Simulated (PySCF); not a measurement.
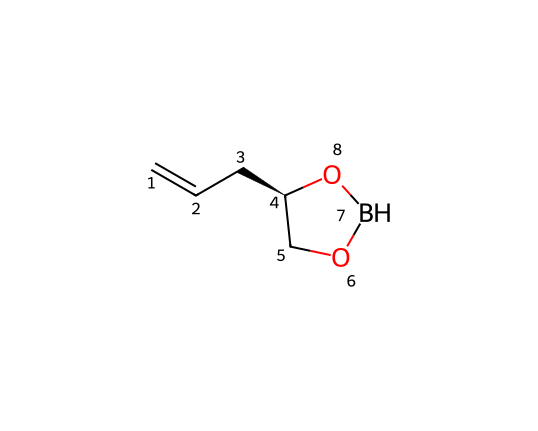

A structural formula, with wedges where it has stereocentres; small numbers name the atoms. The configuration is that of a computed structure (GFN2-xTB).

> Give the R/S and E/Z labels.

C4: R.

> Write the isomeric SMILES.

C=CC[C@@H]1COBO1
